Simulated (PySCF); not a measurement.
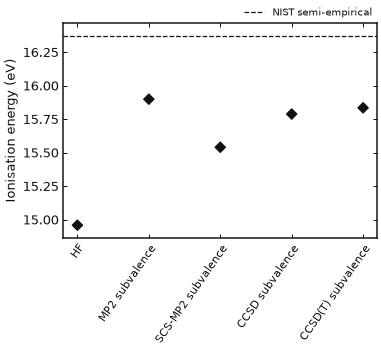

The ionisation energy of W⁺ ([Xe] 4f¹⁴ 5d⁴ 6s → [Xe] 4f¹⁴ 5d⁴) across levels of theory. PySCF, def2-TZVPPD with a 60-electron core potential, unrestricted single determinants, no spin-orbit coupling. Methods marked “subvalence” freeze no core electrons.

> How do the methods compare?

The values run from 14.959 eV (HF) to 15.899 eV (MP2 subvalence). The NIST semi-empirical value is 16.37 ± 0.1 eV; nearest to it come MP2 subvalence (−0.471) and CCSD(T) subvalence (−0.535), furthest HF (−1.411 eV).

```tsv
Method	Ionisation energy (eV)
HF	14.959
MP2 subvalence	15.899
SCS-MP2 subvalence	15.540
CCSD subvalence	15.788
CCSD(T) subvalence	15.835
```

Caveat: spin-orbit shift not estimated.
